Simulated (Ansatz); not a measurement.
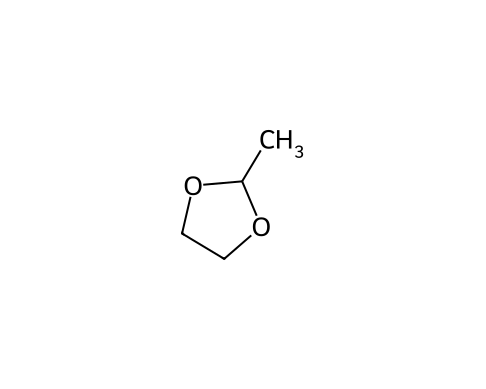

The geometry was computed by an optimisation with PBE-D4/def2-SVP. No frequency run is at hand to confirm it as a minimum. Properties computed with RKS PBE-D4/def2-SVP (Ansatz 0.2.0).

Computed properties:

The species is C₄H₈O₂ (`CC1OCCO1`).
- dipole moment: 1.03 D
- dispersion correction: −25.6 kJ/mol
